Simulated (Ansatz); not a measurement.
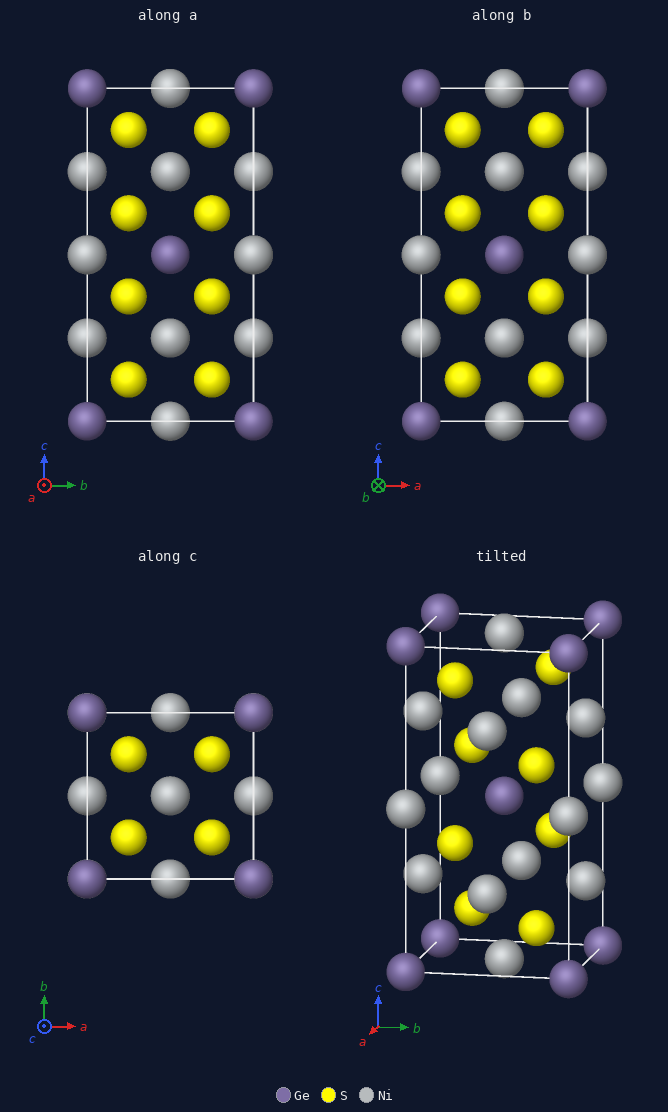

Shown here is a spheres-only view of the crystal, taken along the a axis, along the b axis, along the c axis and slightly off an axis. The wireframe shows the conventional unit cell.

Lattice parameters: a = 5.2022 Å, b = 5.2022 Å, c = 10.4044 Å, α = 90.000°, β = 90.000°, γ = 90.000°.

Question: Put the structure into a CIF with its space group and independent sites.

Answer:
```cif
data_structure
_symmetry_space_group_name_H-M 'I -4 2 m'
_symmetry_Int_Tables_number 121
_cell_length_a 5.2022
_cell_length_b 5.2022
_cell_length_c 10.4044
_cell_angle_alpha 90.000
_cell_angle_beta 90.000
_cell_angle_gamma 90.000
_cell_volume 281.57
loop_
_atom_site_label
_atom_site_type_symbol
_atom_site_symmetry_multiplicity
_atom_site_Wyckoff_symbol
_atom_site_fract_x
_atom_site_fract_y
_atom_site_fract_z
_atom_site_occupancy
Ge1 Ge 2 a 0.0000 0.0000 0.0000 1
S1 S 8 i 0.2500 0.2500 0.1250 1
Ni1 Ni 4 d 0.0000 0.5000 0.2500 1
Ni2 Ni 2 b 0.5000 0.5000 0.0000 1
```

What is drawn is a generated cell, made by putting these elements into a known structure type (the compound may or may not exist in this form); it hasn't been relaxed. Ansatz was used for an electronic-structure calculation on it.
